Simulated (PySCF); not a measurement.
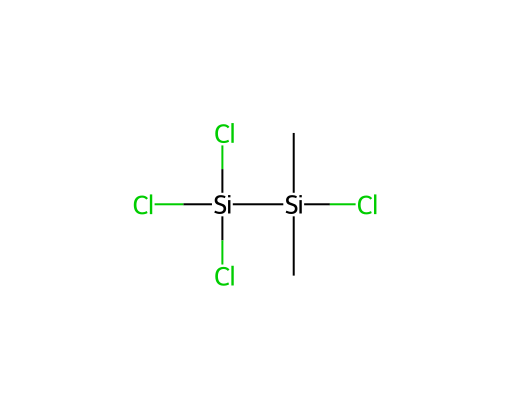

**Transcribe the drawing into SMILES.**

C[Si](C)(Cl)[Si](Cl)(Cl)Cl

**Give the formula, hydrogens included.**

C2H6Cl4Si2.

The parts below concern this one geometry. Atoms keep their numbers from picture to picture. The computed structure is the end point of a PBE0-D3(BJ)/def2-SVP optimisation. No frequency run is at hand to confirm it as a minimum.

## Dipole moment

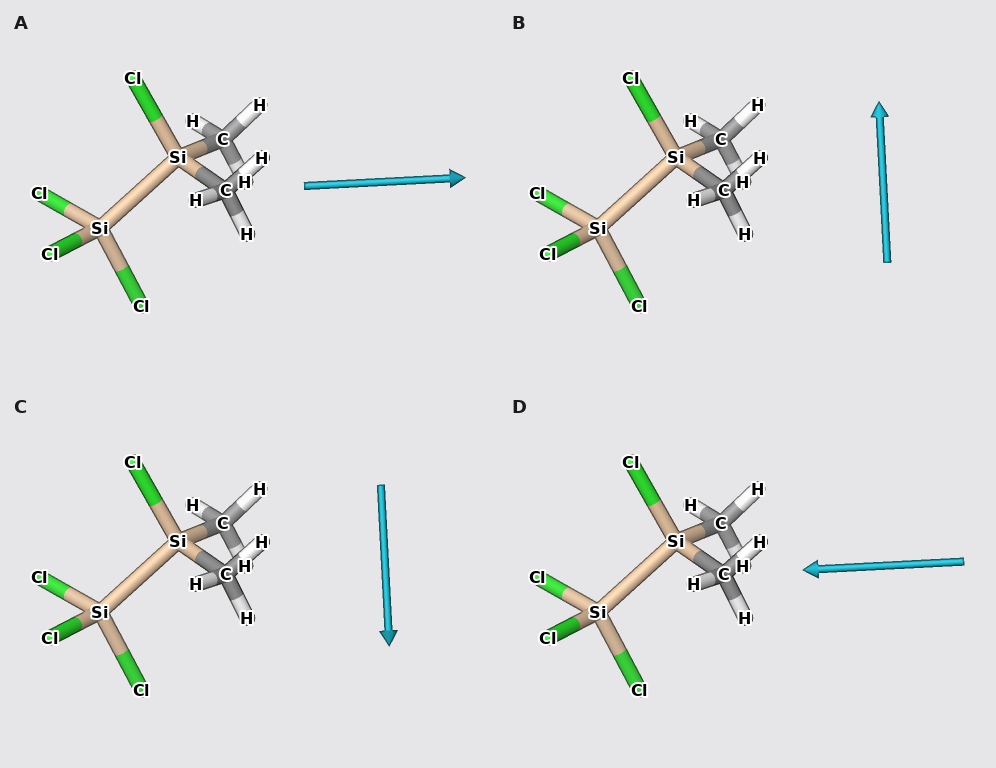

The same molecule four times, each with an arrow. No frequency run is at hand to confirm it as a minimum. Level of theory: BHandHLYP/aug-pcX-1 (pcseg-1 on H) (def2-SVPD on Si) (def2-SVPD on Cl), gas phase (PySCF 2.14.0).

**Which arrow points along the dipole moment, from the negative to the positive end?**

A. The dipole moment is 2.88 D.

## Electronic properties

No frequency run is at hand to confirm it as a minimum. Level of theory: CAM-B3LYP/def2-SVPD in acetonitrile (IEF-PCM) (PySCF 2.14.0). Excitations: vertical, linear response.

**Give the HOMO energy (Kohn–Sham orbital) at this level.**

−9.37 eV.

**What is the mean static polarisability?**

178.5 bohr³.

**Give the LUMO energy (Kohn–Sham orbital) at this level.**

0.46 eV.

**What is the lowest vertical singlet excitation?**

6.58 eV.

## Charges

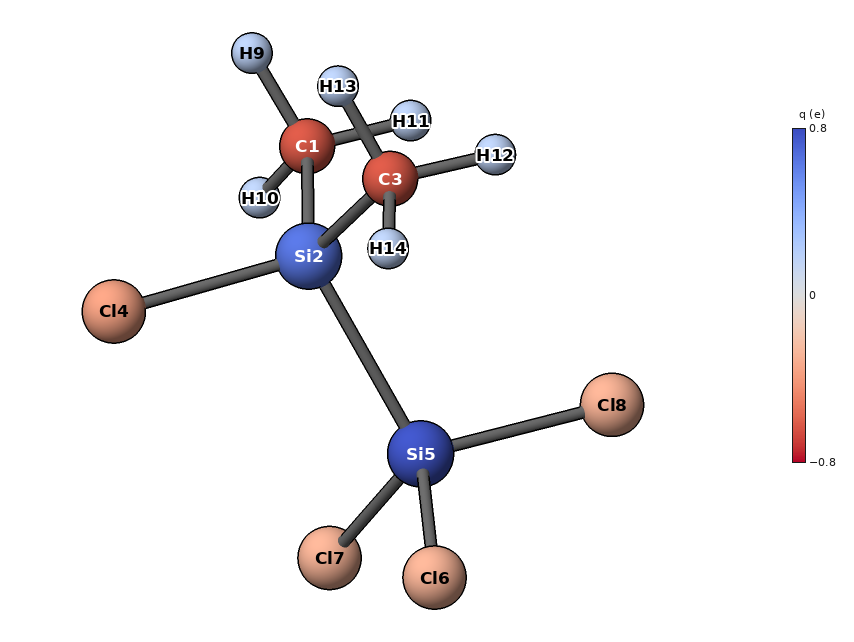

Atoms are coloured by their Mulliken charges. No frequency run is at hand to confirm it as a minimum. Level of theory: PBE0/pcSseg-1 in acetonitrile (IEF-PCM) (PySCF 2.14.0).

**Which atom carries the highest charge (most positive or least negative)?**

Si5 (0.76 e).

**And the lowest?**

C1, C3 (−0.61 e).

List the Mulliken charges.

```json
{"atom": "C1", "value (e)": "−0.61"}
{"atom": "Si2", "value (e)": "0.64"}
{"atom": "C3", "value (e)": "−0.61"}
{"atom": "Cl4", "value (e)": "−0.36"}
{"atom": "Si5", "value (e)": "0.76"}
{"atom": "Cl6", "value (e)": "−0.28"}
{"atom": "Cl7", "value (e)": "−0.28"}
{"atom": "Cl8", "value (e)": "−0.29"}
{"atom": "H9", "value (e)": "0.18"}
{"atom": "H10", "value (e)": "0.17"}
{"atom": "H11", "value (e)": "0.17"}
{"atom": "H12", "value (e)": "0.17"}
{"atom": "H13", "value (e)": "0.18"}
{"atom": "H14", "value (e)": "0.17"}
```

## NMR shielding

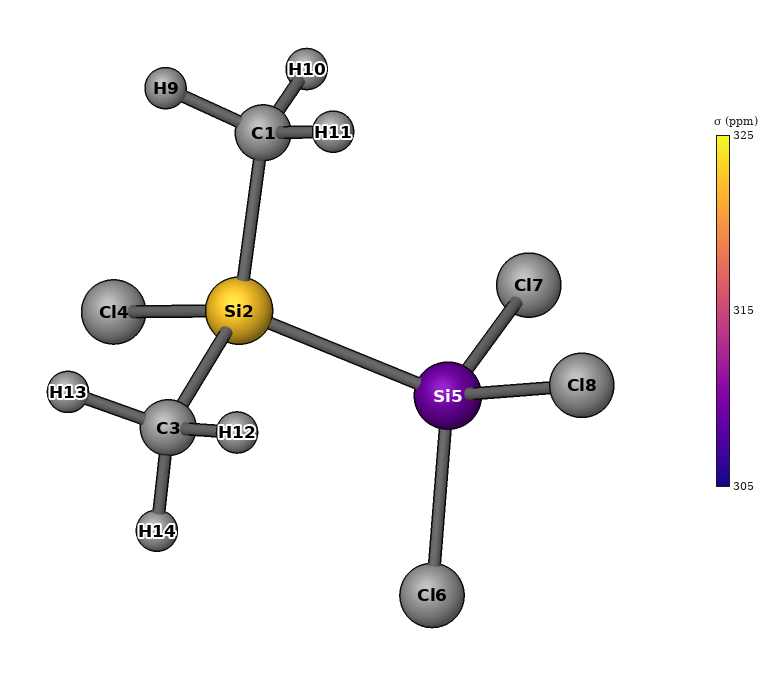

Atoms are coloured by their isotropic NMR shieldings (Si only, the others grey). No frequency run is at hand to confirm it as a minimum. Level of theory: GIAO ωB97X-D/pcSseg-1 NMR shielding, non-relativistic, IEF-PCM chloroform (PySCF 2.14.0).

List the isotropic NMR shieldings of the Si atoms.

| atom | σ (ppm) |
| --- | --- |
| Si2 | 322.5 |
| Si5 | 309.4 |

Mulliken values depend strongly on the basis set and can even reverse the polarity of a bond.
